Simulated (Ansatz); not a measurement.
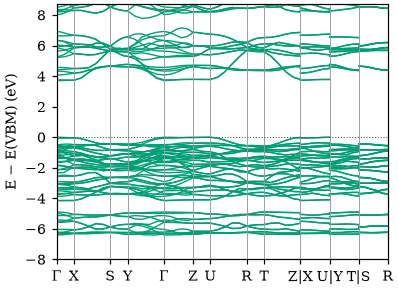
Figure. Band structure from DFT-r²SCAN in the program Ansatz with PAW potentials

Q: Read off the gap and where the band edges lie.

A: About 3.7 eV (3.71 eV by a search for the band edges); maximum at Γ, minimum at Γ.

The material is TaAsO5 in space group Pnma (No. 62; Pearson symbol oP28).

The workflow started from a Materials Project entry (that database holds measured and hypothetical structures alike); the Crystallography Open Database copy checked does not list it. Its standing as an ambient phase is unchecked. The r²SCAN relaxation kept the symmetry of its start; whether a distortion lowers the energy is not shown. The run is not spin-polarised. Scalar-relativistic: spin–orbit coupling is off unless named, which matters more the heavier the elements.

Potentials: the earlier of the program's two PAW sets.
